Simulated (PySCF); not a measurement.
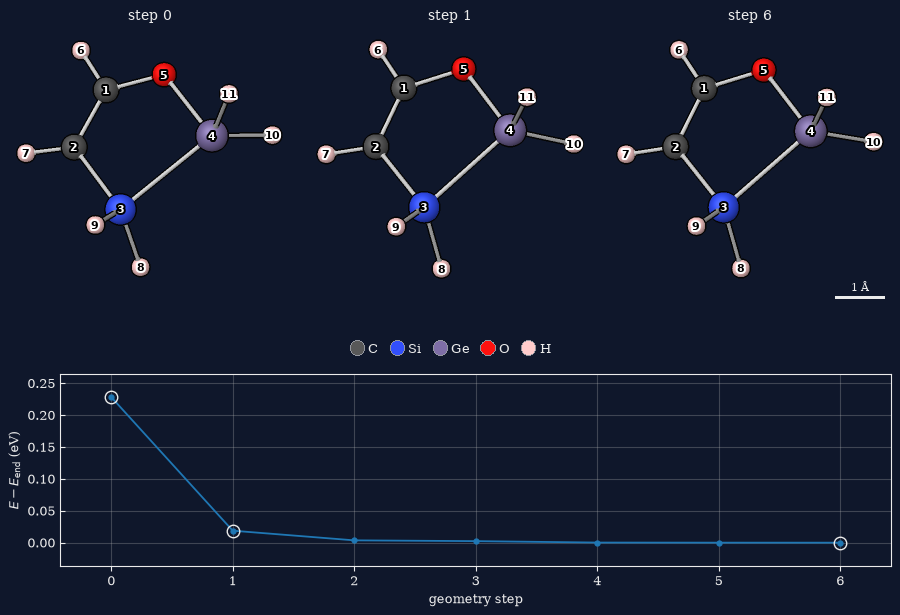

Frames of a relaxation of C2H6GeOSi, marked on the history of the run. A ball-and-stick model, seen at a tilt.

The start comes from GFN2-xTB. Its atoms were then displaced at random by about 0.01 Å.

Level of theory: PySCF, PBE0-D3(BJ)/def2-SVP geometry optimisation, gas phase. 

**Describe the path.**

Over 6 geometry steps the energy falls by 0.228 eV. The atom that moves furthest after the best rigid fit is H10 (0.14 Å). By element the largest moves are H 0.14 Å, O 0.10 Å, Ge 0.10 Å, Si 0.08 Å, C 0.06 Å. Some distances before and after: Ge4–H10 1.491 → 1.537 Å, Si3–H8 1.450 → 1.495 Å, Si3–Ge4 2.418 → 2.377 Å, C1–O5 1.290 → 1.331 Å. Bond angles that change, for instance: Si3–Ge4–H10 127.4° → 120.6°, O5–Ge4–H10 98.5° → 104.8°, O5–Ge4–H11 98.6° → 104.8°. The run took 42 s on 1 thread of Arm Neoverse V2 (shared host). From step 0 to 1: H10 moves most (0.19 Å), energy −0.210 eV. From step 1 to 6: H10 moves most (0.05 Å), energy −0.019 eV.
